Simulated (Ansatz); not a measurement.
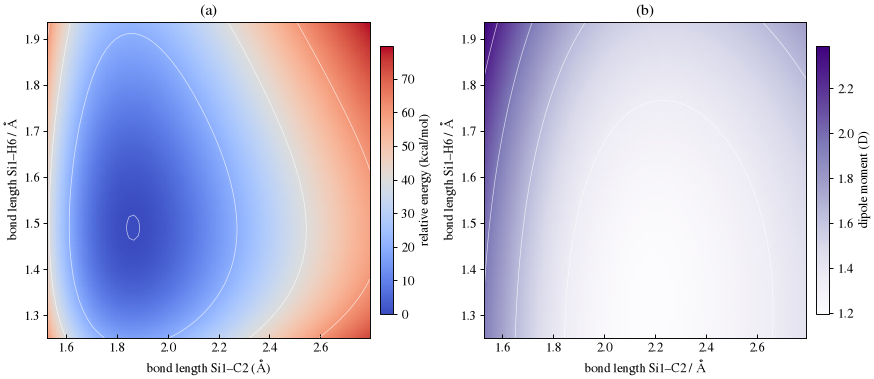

CH6BNSi, SMILES [SiH3]C1BN1. First axis: bond length Si1–C2. Second axis: bond length Si1–H6. Nothing is relaxed (all other coordinates rigid). The scan uses a 15 × 15 grid. Points are written as (first, second). Energies: kcal/mol, counted from the lowest grid point. The reference is spin-restricted, which grows unreliable where a bond is stretched far. Theory: RKS PBE0-D4/def2-TZVP (Ansatz).

Panel (a) is the energy; panel (b) is the computed dipole moment, in D.

The picture shows a smooth colour map with a few white contour lines. Between grid points the surface is interpolated.

Question: How does the dipole moment vary over the map, and what is it at the lowest grid point?

Answer: Leaving out the highest fifth of the energies, it runs from 1.20 D at (2.161 Å, 1.300 Å) to 2.18 D at (1.528 Å, 1.740 Å). At the lowest grid point, (1.890 Å, 1.496 Å), it is 1.35 D.

```tsv
bond length Si1–H6 ↓, bond length Si1–C2 →	1.528	1.618	1.709	1.799	1.890	1.980	2.071	2.161	2.252	2.342	2.433	2.523	2.614	2.704	2.795
1.936	2.39	2.16	1.97	1.81	1.69	1.60	1.55	1.52	1.51	1.52	1.55	1.59	1.64	1.71	1.78
1.887	2.33	2.10	1.91	1.75	1.63	1.55	1.50	1.47	1.46	1.47	1.50	1.54	1.59	1.65	1.73
1.838	2.27	2.05	1.85	1.70	1.58	1.50	1.45	1.42	1.41	1.42	1.45	1.49	1.54	1.60	1.68
1.789	2.22	2.00	1.81	1.65	1.53	1.45	1.40	1.37	1.37	1.38	1.41	1.45	1.50	1.56	1.63
1.740	2.18	1.95	1.76	1.61	1.49	1.41	1.36	1.34	1.33	1.34	1.37	1.41	1.46	1.52	1.59
1.692	2.13	1.91	1.72	1.57	1.45	1.38	1.33	1.30	1.30	1.31	1.34	1.38	1.43	1.49	1.55
1.643	2.10	1.87	1.68	1.53	1.42	1.34	1.30	1.27	1.27	1.28	1.31	1.35	1.40	1.46	1.52
1.594	2.06	1.84	1.65	1.50	1.39	1.32	1.27	1.25	1.25	1.26	1.29	1.33	1.37	1.43	1.50
1.545	2.03	1.81	1.62	1.48	1.37	1.29	1.25	1.23	1.23	1.24	1.27	1.31	1.36	1.41	1.48
1.496	2.01	1.79	1.60	1.46	1.35	1.28	1.23	1.22	1.22	1.23	1.26	1.30	1.34	1.40	1.46
1.447	1.98	1.77	1.58	1.44	1.33	1.26	1.22	1.21	1.21	1.22	1.25	1.29	1.33	1.39	1.45
1.398	1.97	1.75	1.57	1.43	1.32	1.25	1.21	1.20	1.20	1.22	1.24	1.28	1.33	1.38	1.44
1.349	1.95	1.74	1.56	1.42	1.31	1.25	1.21	1.20	1.20	1.22	1.24	1.28	1.32	1.37	1.43
1.300	1.94	1.73	1.55	1.41	1.31	1.24	1.21	1.20	1.20	1.22	1.24	1.28	1.32	1.37	1.43
1.251	1.93	1.72	1.54	1.40	1.31	1.24	1.21	1.20	1.20	1.22	1.25	1.28	1.32	1.37	1.43
```
